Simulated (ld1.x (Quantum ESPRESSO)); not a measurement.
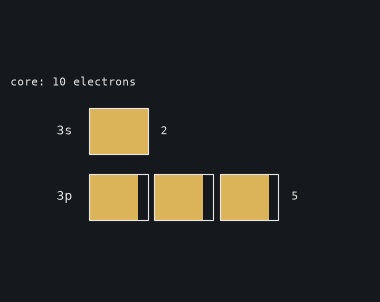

The valence shells of the reference configuration: a box for each of the 2l + 1 orbitals, shaded by the share of the shell that is filled, with the electron count at the right.

Pseudopotential generation: Cl (part 1 of 2)

System: chlorine (Cl, Z = 17), core [Ne], reference valence 3s2 3p5, valence charge 7.
Method: TM potential, PBE, scalar-relativistic, made with ld1.x (Quantum ESPRESSO) 7.5.

The program's output:
```
     Program LD1 v.7.5
     --------------------------- All-electron run ----------------------------

     Cl
     scalar relativistic calculation

     atomic number is 17.00
     dft =PBE   lsd =0 sic =0 latt =0  beta=0.20 tr2=1.0E-14
     Exchange-correlation= PBE
                           (   1   4   3   4   0   0   0)
     mesh =1157 r(mesh) = 101.16842 a.u. xmin = -7.00 dx = 0.01250
     1 Ry =  13.60569312 eV, c = 137.03599908

     n l     nl                  e(Ry)          e(Ha)          e(eV)
     1 0     1S 1( 2.00)      -202.2174      -101.1087     -2751.3077
     2 0     2S 1( 2.00)       -18.5729        -9.2865      -252.6974
     2 1     2P 1( 6.00)       -14.0845        -7.0423      -191.6299
     3 0     3S 1( 2.00)        -1.5208        -0.7604       -20.6920
     3 1     3P 1( 5.00)        -0.6317        -0.3159        -8.5952

     final scf error:  8.4E-15 reached in  29 iterations

     Etot =    -922.868208 Ry,    -461.434104 Ha,  -12556.261628 eV

     Ekin =     927.016870 Ry,     463.508435 Ha,   12612.707055 eV
     Encl =   -2200.751035 Ry,   -1100.375518 Ha,  -29942.743228 eV
     Eh   =     407.011500 Ry,     203.505750 Ha,    5537.673572 eV
     Exc  =     -56.145543 Ry,     -28.072771 Ha,    -763.899028 eV

     normalization and overlap integrals

     s(1S/1S) =  1.000000  <r> =   0.0910  <r2> =    0.0111  r(max) =   0.0596
     s(2S/2S) =  1.000000  <r> =   0.4442  <r2> =    0.2345  r(max) =   0.3603
     s(2P/2P) =  1.000000  <r> =   0.4069  <r2> =    0.2064  r(max) =   0.3025
     s(3S/3S) =  1.000000  <r> =   1.5356  <r2> =    2.7455  r(max) =   1.2895
     s(3P/3P) =  1.000000  <r> =   1.8437  <r2> =    4.1034  r(max) =   1.4252

     ------------------------ End of All-electron run ------------------------

     --------------------- Generating NC pseudopotential ---------------------

      Generating local pot.: lloc=1, matching radius rcloc =   1.4500

      Computing core charge for nlcc:

       r > 0.79 : true rho core
      Core charge pseudized with two Bessel functions
      Integrated core pseudo-charge :   5.16

      Wfc   3S  rcut= 1.096  Using Troullier-Martins method

     ------------------- End of pseudopotential generation -------------------

     --------------------------- All-electron run ----------------------------

     Cl
     scalar relativistic calculation

     atomic number is 17.00
     dft =PBE   lsd =0 sic =0 latt =0  beta=0.20 tr2=1.0E-14
     Exchange-correlation= PBE
                           (   1   4   3   4   0   0   0)
     mesh =1157 r(mesh) = 101.16842 a.u. xmin = -7.00 dx = 0.01250
     1 Ry =  13.60569312 eV, c = 137.03599908

     n l     nl                  e(Ry)          e(Ha)          e(eV)
     1 0     1S 1( 2.00)      -202.2174      -101.1087     -2751.3077
     2 0     2S 1( 2.00)       -18.5729        -9.2865      -252.6974
     2 1     2P 1( 6.00)       -14.0845        -7.0423      -191.6299
     3 0     3S 1( 2.00)        -1.5208        -0.7604       -20.6920
     3 1     3P 1( 5.00)        -0.6317        -0.3159        -8.5952

     final scf error:  8.4E-15 reached in  29 iterations

     Etot =    -922.868208 Ry,    -461.434104 Ha,  -12556.261628 eV

     Ekin =     927.016870 Ry,     463.508435 Ha,   12612.707055 eV
     Encl =   -2200.751035 Ry,   -1100.375518 Ha,  -29942.743228 eV
     Eh   =     407.011500 Ry,     203.505750 Ha,    5537.673572 eV
     Exc  =     -56.145543 Ry,     -28.072771 Ha,    -763.899028 eV

     normalization and overlap integrals

     s(1S/1S) =  1.000000  <r> =   0.0910  <r2> =    0.0111  r(max) =   0.0596
     s(2S/2S) =  1.000000  <r> =   0.4442  <r2> =    0.2345  r(max) =   0.3603
     s(2P/2P) =  1.000000  <r> =   0.4069  <r2> =    0.2064  r(max) =   0.3025
     s(3S/3S) =  1.000000  <r> =   1.5356  <r2> =    2.7455  r(max) =   1.2895
     s(3P/3P) =  1.000000  <r> =   1.8437  <r2> =    4.1034  r(max) =   1.4252

     ------------------------ End of All-electron run ------------------------

     Computing logarithmic derivative in   1.60489
     Computing logarithmic derivative in   1.60489
     Computing the partial wave expansion
     R is outside the sphere for l=    0 j= 0.00
       no projector for channel:   1

     ---------------------- Testing the pseudopotential ----------------------

     Cl
     scalar relativistic calculation

     atomic number is 17.00   valence charge is  7.00
     dft =PBE   lsd =0 sic =0 latt =0  beta=0.20 tr2=1.0E-14
     mesh =1157 r(mesh) = 101.16842 xmin = -7.00 dx = 0.01250

     n l     nl             e AE (Ry)        e PS (Ry)    De AE-PS (Ry)
     1 0     3S   1( 2.00)       -1.52083       -1.52084        0.00001
     2 1     3P   1( 5.00)       -0.63174       -0.63174        0.00000

     eps = 4.3E-15  iter =  7

     Etot =    -922.868208 Ry,    -461.434104 Ha,  -12556.261628 eV
     Etotps =   -42.807579 Ry,     -21.403789 Ha,    -582.426780 eV

     Ekin =      10.785854 Ry,       5.392927 Ha,     146.749014 eV
     Encl =     -60.750184 Ry,     -30.375092 Ha,    -826.548355 eV
     Ehrt =      25.290804 Ry,      12.645402 Ha,     344.098922 eV
     Ecxc =     -18.968926 Ry,      -9.484463 Ha,    -258.085386 eV
     (Ecc =     -12.819999 Ry,      -6.410000 Ha,    -174.424978 eV)
     Epseu=       0.834873 Ry,       0.417436 Ha,      11.359025 eV

     ---------------------- End of pseudopotential test ----------------------
```

Output of the test run (extracts):
```
     ---------------------- Testing the pseudopotential ----------------------

     Cl
     scalar relativistic calculation

     atomic number is 17.00   valence charge is  7.00
     dft =PBE   lsd =0 sic =0 latt =0  beta=0.20 tr2=1.0E-14
     mesh =1157 r(mesh) = 101.16842 xmin = -7.00 dx = 0.01250

     n l     nl             e AE (Ry)        e PS (Ry)    De AE-PS (Ry)
     1 0     3S   1( 2.00)       -1.52083       -1.52084        0.00001
     2 1     3P   1( 5.00)       -0.63174       -0.63174        0.00000

     eps = 4.5E-15  iter =  7

     Etot =    -922.868208 Ry,    -461.434104 Ha,  -12556.261628 eV
     Etotps =   -42.807579 Ry,     -21.403789 Ha,    -582.426778 eV

     Ekin =      10.785854 Ry,       5.392927 Ha,     146.749016 eV
     Encl =     -60.750183 Ry,     -30.375092 Ha,    -826.548354 eV
     Ehrt =      25.290804 Ry,      12.645402 Ha,     344.098921 eV
     Ecxc =     -18.968926 Ry,      -9.484463 Ha,    -258.085386 eV
     (Ecc =     -12.819999 Ry,      -6.410000 Ha,    -174.424978 eV)
     Epseu=       0.834873 Ry,       0.417436 Ha,      11.359025 eV

     ---------------------- End of pseudopotential test ----------------------

     ---------------------- Testing the pseudopotential ----------------------

     Cl
     scalar relativistic calculation

     atomic number is 17.00   valence charge is  7.00
     dft =PBE   lsd =0 sic =0 latt =0  beta=0.20 tr2=1.0E-14
     mesh =1157 r(mesh) = 101.16842 xmin = -7.00 dx = 0.01250

     n l     nl             e AE (Ry)        e PS (Ry)    De AE-PS (Ry)
     1 0     3S   1( 2.00)       -2.35887       -2.35804       -0.00083
     2 1     3P   1( 4.00)       -1.42777       -1.42706       -0.00071

     eps = 9.6E-15  iter =  7

     Etot =    -921.848393 Ry,    -460.924196 Ha,  -12542.386341 eV
     Etotps =   -41.787953 Ry,     -20.893976 Ha,    -568.554063 eV
     dEtot_ae =       1.019815 Ry
     dEtot_ps =       1.019626 Ry,   Delta E=       0.000189 Ry

     Ekin =      10.069785 Ry,       5.034893 Ha,     137.006405 eV
     Encl =     -54.326373 Ry,     -27.163187 Ha,    -739.147963 eV
     Ehrt =      19.832886 Ry,       9.916443 Ha,     269.840156 eV
     Ecxc =     -18.261643 Ry,      -9.130822 Ha,    -248.462315 eV
     (Ecc =     -12.819999 Ry,      -6.410000 Ha,    -174.424978 eV)
     Epseu=       0.897393 Ry,       0.448697 Ha,      12.209655 eV

     ---------------------- End of pseudopotential test ----------------------

     ---------------------- Testing the pseudopotential ----------------------

     Cl
     scalar relativistic calculation

     atomic number is 17.00   valence charge is  7.00
     dft =PBE   lsd =0 sic =0 latt =0  beta=0.20 tr2=1.0E-14
     mesh =1157 r(mesh) = 101.16842 xmin = -7.00 dx = 0.01250

     n l     nl             e AE (Ry)        e PS (Ry)    De AE-PS (Ry)
     1 0     3S   1( 2.00)       -3.30131       -3.29856       -0.00275
     2 1     3P   1( 3.00)       -2.32879       -2.32614       -0.00264

     eps = 9.0E-17  iter =  9

     Etot =    -919.978069 Ry,    -459.989035 Ha,  -12516.939290 eV
     Etotps =   -39.919036 Ry,     -19.959518 Ha,    -543.126150 eV
     dEtot_ae =       2.890138 Ry
     dEtot_ps =       2.888543 Ry,   Delta E=       0.001596 Ry

     Ekin =       8.923822 Ry,       4.461911 Ha,     121.414778 eV
     Encl =     -46.946915 Ry,     -23.473457 Ha,    -638.745313 eV
     Ehrt =      14.571316 Ry,       7.285658 Ha,     198.252861 eV
     Ecxc =     -17.448144 Ry,      -8.724072 Ha,    -237.394088 eV
     (Ecc =     -12.819999 Ry,      -6.410000 Ha,    -174.424978 eV)
     Epseu=       0.980884 Ry,       0.490442 Ha,      13.345612 eV

     ---------------------- End of pseudopotential test ----------------------

     ---------------------- Testing the pseudopotential ----------------------

     Cl
     scalar relativistic calculation

     atomic number is 17.00   valence charge is  7.00
     dft =PBE   lsd =0 sic =0 latt =0  beta=0.20 tr2=1.0E-14
     mesh =1157 r(mesh) = 101.16842 xmin = -7.00 dx = 0.01250

     n l     nl             e AE (Ry)        e PS (Ry)    De AE-PS (Ry)
     1 0     3S   1( 2.00)       -4.32741       -4.32129       -0.00612  !
     2 1     3P   1( 2.00)       -3.31582       -3.30949       -0.00632  !

     eps = 7.3E-17  iter =  9

     Etot =    -917.162526 Ry,    -458.581263 Ha,  -12478.631870 eV
     Etotps =   -37.107611 Ry,     -18.553806 Ha,    -504.874774 eV
     dEtot_ae =       5.705682 Ry
     dEtot_ps =       5.699967 Ry,   Delta E=       0.005715 Ry

     Ekin =       7.343966 Ry,       3.671983 Ha,      99.919753 eV
     Encl =     -38.790111 Ry,     -19.395055 Ha,    -527.766340 eV
     Ehrt =       9.818476 Ry,       4.909238 Ha,     133.587165 eV
     Ecxc =     -16.564640 Ry,      -8.282320 Ha,    -225.373408 eV
     (Ecc =     -12.819999 Ry,      -6.410000 Ha,    -174.424978 eV)
     Epseu=       1.084697 Ry,       0.542349 Ha,      14.758056 eV

     ---------------------- End of pseudopotential test ----------------------

     ---------------------- Testing the pseudopotential ----------------------

     Cl
     scalar relativistic calculation

     atomic number is 17.00   valence charge is  7.00
     dft =PBE   lsd =0 sic =0 latt =0  beta=0.20 tr2=1.0E-14
     mesh =1157 r(mesh) = 101.16842 xmin = -7.00 dx = 0.01250

     n l     nl             e AE (Ry)        e PS (Ry)    De AE-PS (Ry)
     1 0     3S   1( 2.00)       -1.92498       -1.92468       -0.00030
     2 1     3P   1( 4.50)       -1.01498       -1.01475       -0.00024

     eps = 8.4E-15  iter =  7

     Etot =    -922.457888 Ry,    -461.228944 Ha,  -12550.678939 eV
     Etotps =   -42.397271 Ry,     -21.198636 Ha,    -576.844264 eV
     dEtot_ae =       0.410320 Ry
     dEtot_ps =       0.410307 Ry,   Delta E=       0.000013 Ry

     Ekin =      10.481427 Ry,       5.240714 Ha,     142.607081 eV
     Encl =     -57.673035 Ry,     -28.836517 Ha,    -784.681614 eV
     Ehrt =      22.562369 Ry,      11.281185 Ha,     306.976670 eV
     Ecxc =     -18.631386 Ry,      -9.315693 Ha,    -253.492924 eV
     (Ecc =     -12.819999 Ry,      -6.410000 Ha,    -174.424978 eV)
     Epseu=       0.863353 Ry,       0.431677 Ha,      11.746522 eV

     ---------------------- End of pseudopotential test ----------------------

     ---------------------- Testing the pseudopotential ----------------------

     Cl
     scalar relativistic calculation

     atomic number is 17.00   valence charge is  7.00
     dft =PBE   lsd =0 sic =0 latt =0  beta=0.20 tr2=1.0E-14
     mesh =1157 r(mesh) = 101.16842 xmin = -7.00 dx = 0.01250

     n l     nl             e AE (Ry)        e PS (Ry)    De AE-PS (Ry)
     1 0     3S   1( 1.00)       -1.56901       -1.56907        0.00006
     2 1     3P   1( 6.00)       -0.67170       -0.67159       -0.00012

     eps = 6.3E-15  iter =  9

     Etot =    -921.974959 Ry,    -460.987479 Ha,  -12544.108353 eV
     Etotps =   -41.914223 Ry,     -20.957112 Ha,    -570.272056 eV
     dEtot_ae =       0.893249 Ry
     dEtot_ps =       0.893356 Ry,   Delta E=      -0.000106 Ry

     Ekin =      11.772753 Ry,       5.886376 Ha,     160.176462 eV
     Encl =     -60.217816 Ry,     -30.108908 Ha,    -819.305129 eV
     Ehrt =      24.982150 Ry,      12.491075 Ha,     339.899469 eV
     Ecxc =     -18.878382 Ry,      -9.439191 Ha,    -256.853466 eV
     (Ecc =     -12.819999 Ry,      -6.410000 Ha,    -174.424978 eV)
     Epseu=       0.427072 Ry,       0.213536 Ha,       5.810607 eV

     ---------------------- End of pseudopotential test ----------------------

     ---------------------- Testing the pseudopotential ----------------------

     Cl
     scalar relativistic calculation

     atomic number is 17.00   valence charge is  7.00
     dft =PBE   lsd =0 sic =0 latt =0  beta=0.20 tr2=1.0E-14
     mesh =1157 r(mesh) = 101.16842 xmin = -7.00 dx = 0.01250

     n l     nl             e AE (Ry)        e PS (Ry)    De AE-PS (Ry)
     1 0     3S   1( 2.00)       -5.42254       -5.41151       -0.01103  !
     2 1     3P   1( 1.00)       -4.37518       -4.36306       -0.01212  !

     eps = 8.3E-15  iter =  7

     Etot =    -913.322754 Ry,    -456.661377 Ha,  -12426.389116 eV
     Etotps =   -33.276628 Ry,     -16.638314 Ha,    -452.751591 eV
     dEtot_ae =       9.545454 Ry
     dEtot_ps =       9.530950 Ry,   Delta E=       0.014503 Ry

     Ekin =       5.323539 Ry,       2.661769 Ha,      72.430438 eV
     Encl =     -29.975328 Ry,     -14.987664 Ha,    -407.835119 eV
     Ehrt =       5.805602 Ry,       2.902801 Ha,      78.989233 eV
     Ecxc =     -15.641177 Ry,      -7.820588 Ha,    -212.809053 eV
     (Ecc =     -12.819999 Ry,      -6.410000 Ha,    -174.424978 eV)
     Epseu=       1.210736 Ry,       0.605368 Ha,      16.472909 eV

     ---------------------- End of pseudopotential test ----------------------

     ---------------------- Testing the pseudopotential ----------------------

     Cl
     scalar relativistic calculation

     atomic number is 17.00   valence charge is  7.00
     dft =PBE   lsd =0 sic =0 latt =0  beta=0.20 tr2=1.0E-14
     mesh =1157 r(mesh) = 101.16842 xmin = -7.00 dx = 0.01250

     n l     nl             e AE (Ry)        e PS (Ry)    De AE-PS (Ry)
     1 0     3S   1( 1.00)       -2.40591       -2.40524       -0.00067
     2 1     3P   1( 5.00)       -1.46886       -1.46809       -0.00077

     eps = 9.7E-16  iter =  7

     Etot =    -920.914288 Ry,    -460.457144 Ha,  -12529.677196 eV
     Etotps =   -40.853846 Ry,     -20.426923 Ha,    -555.844897 eV
     dEtot_ae =       1.953920 Ry
     dEtot_ps =       1.953732 Ry,   Delta E=       0.000188 Ry

     Ekin =      11.117607 Ry,       5.558804 Ha,     151.262754 eV
     Encl =     -53.819216 Ry,     -26.909608 Ha,    -732.247732 eV
     Ehrt =      19.560531 Ry,       9.780266 Ha,     266.134589 eV
     Ecxc =     -18.170465 Ry,      -9.085232 Ha,    -247.221769 eV
     (Ecc =     -12.819999 Ry,      -6.410000 Ha,    -174.424978 eV)
     Epseu=       0.457695 Ry,       0.228848 Ha,       6.227261 eV

     ---------------------- End of pseudopotential test ----------------------
```

(Continued in part 2.) Outcome of the run: generated.
